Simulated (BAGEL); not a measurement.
**CF (SMILES [C]F): ROHF/cc-pVTZ (density fitting with cc-pvqz-jkfit)**

What is the vertical doublet–quartet gap of CF at ROHF/cc-pVTZ (density fitting with cc-pvqz-jkfit)? 

The results are computed with BAGEL 1.2.2.

1 further run of the same task is left out (set aside as unsound or not needed).

**1. The molecule**

CF: 2 atoms, total charge 0, spin state doublet. As SMILES, `[C]F`. The shape is that of a PBE0-D4/def2-TZVP optimisation.

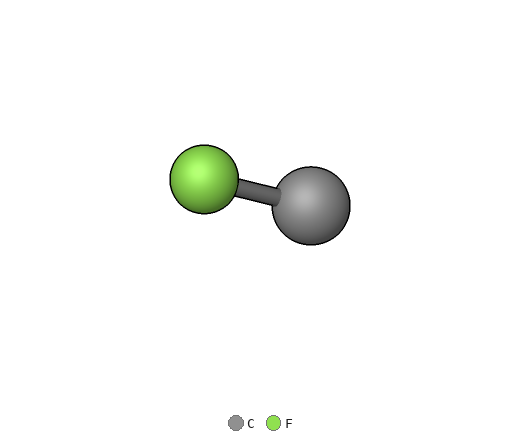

Viewed from a chosen angle; carbon grey, fluorine green.

**2. A single-point energy at ROHF/cc-pVTZ (density fitting with cc-pvqz-jkfit)**

Input file calc.json:

```json
{ "bagel" : [

{
  "title" : "molecule",
  "basis" : "cc-pvtz.json",
  "df_basis" : "cc-pvqz-jkfit",
  "angstrom" : true,
  "geometry" : [
    { "atom" : "C", "xyz" : [       0.000000,       0.000000,       0.003080 ] },
    { "atom" : "F", "xyz" : [       0.000000,       0.000000,       1.271320 ] }
  ]
},

{ "title" : "rohf", "nopen" : 1 },

{ "title" : "print", "file" : "orbitals.molden", "orbitals" : true }

]}
```

The basis set cc-pVTZ is read from a file made from the Basis Set Exchange's data (not shown).

Launch:

```console
$ BAGEL_NUM_THREADS=1 BAGEL calc.json > calc.out
```

Output:

```text
* using 1 threads per process

  ===============================================================
  ===============================================================

  *** Geometry ***

  { "atom" : "C", "xyz" : [      0.000000,      0.000000,      0.005820 ] },
  { "atom" : "F", "xyz" : [      0.000000,      0.000000,      2.402447 ] },

  Number of auxiliary basis functions:      212

  Since a DF basis is specified, we compute 2- and 3-index integrals:
    o Being stored without compression. Storage requirement is 0.006 GB

  Number of basis functions:       60
  Number of electrons      :       15

    * METHOD: MOLECULE                             0.03

  *** Open-shell HF ***

  === Nuclear Repulsion ===
    22.5316733238

      * DIIS with orbital gradients will be used.

  === ROHF iteration (cc-pvtz.json) ===
      0       -137.09245956          0.05135773           0.01
      1       -137.15307954          0.04316289           0.01
      2       -137.18690132          0.02782796           0.01
      3       -137.21933321          0.00180698           0.01
      4       -137.21962436          0.00046786           0.01
      5       -137.21968535          0.00012422           0.01
      6       -137.21969474          0.00002643           0.01
      7       -137.21969864          0.00000452           0.01
      8       -137.21969902          0.00000167           0.01
      9       -137.21969908          0.00000036           0.01
     10       -137.21969913          0.00000014           0.01
     11       -137.21969914          0.00000004           0.01
     12       -137.21969914          0.00000001           0.01
    * SCF iteration converged.

    * S^2 (ROHF) is 0.7500

    * Permanent dipole moment:
           (   -0.000000,    -0.000000,    -0.177552) a.u.

    * METHOD: ROHF                                 0.20

    * METHOD: PRINT                                0.01

  ===============================================================
```

It took 0.36 s on 1 thread of Arm Neoverse V1, shared host.

**3. The quartet, same level**

Input file job.json:

```json
{ "bagel": [

{
  "title": "molecule",
  "basis": "cc-pvtz.json",
  "df_basis": "cc-pvqz-jkfit",
  "angstrom": true,
  "geometry": [
    { "atom": "C", "xyz": [    0.000000,    0.000000,    0.003080 ] },
    { "atom": "F", "xyz": [    0.000000,    0.000000,    1.271320 ] }
  ]
},
{ "title": "rohf", "nopen": 3 },
{ "title": "print", "file": "orbitals.molden", "orbitals": true }

]}
```

The basis set cc-pVTZ is read from a file made from the Basis Set Exchange's data (not shown).

Launch:

```console
$ BAGEL_NUM_THREADS=1 BAGEL job.json > job.out
```

Output:

```text
* using 1 threads per process

  ===============================================================
  ===============================================================

  *** Geometry ***

  { "atom" : "C", "xyz" : [      0.000000,      0.000000,      0.005820 ] },
  { "atom" : "F", "xyz" : [      0.000000,      0.000000,      2.402447 ] },

  Number of auxiliary basis functions:      212

  Since a DF basis is specified, we compute 2- and 3-index integrals:
    o Being stored without compression. Storage requirement is 0.006 GB

  Number of basis functions:       60
  Number of electrons      :       15

    * METHOD: MOLECULE                             0.04

  *** Open-shell HF ***

  === Nuclear Repulsion ===
    22.5316733238

      * DIIS with orbital gradients will be used.

  === ROHF iteration (cc-pvtz.json) ===
      0       -137.00365317          0.04230522           0.01
      1       -137.08629935          0.03256784           0.01
      2       -137.11670163          0.01976347           0.01
      3       -137.13644165          0.00300985           0.01
      4       -137.13751532          0.00053938           0.01
      5       -137.13779538          0.00013725           0.01
      6       -137.13782694          0.00003943           0.01
      7       -137.13782865          0.00001426           0.01
      8       -137.13782854          0.00000166           0.01
      9       -137.13782930          0.00000057           0.01
     10       -137.13782921          0.00000021           0.01
     11       -137.13782923          0.00000003           0.01
     12       -137.13782923          0.00000001           0.01
    * SCF iteration converged.

    * S^2 (ROHF) is 3.7500

    * Permanent dipole moment:
           (    0.000000,     0.000000,     0.373761) a.u.

    * METHOD: ROHF                                 0.18

    * METHOD: PRINT                                0.01

  ===============================================================
```

Wall time 0.36 s (1 thread of Arm Neoverse V1, shared host).

**4. Summary of results**

At ROHF/cc-pVTZ (density fitting with cc-pvqz-jkfit):

| quantity | value |
| --- | --- |
| doublet: total energy | -137.21970 Eh |
| doublet: dipole moment | 0.45 D |
| doublet: ⟨S²⟩ | 0.750 |
| quartet: total energy | -137.13783 Eh |
| quartet: dipole moment | 0.95 D |
| quartet: ⟨S²⟩ | 3.750 |
| vertical energy of the quartet above the doublet | 2.228 eV |

At this shape the quartet lies 2.23 eV (215 kJ/mol) above the doublet.
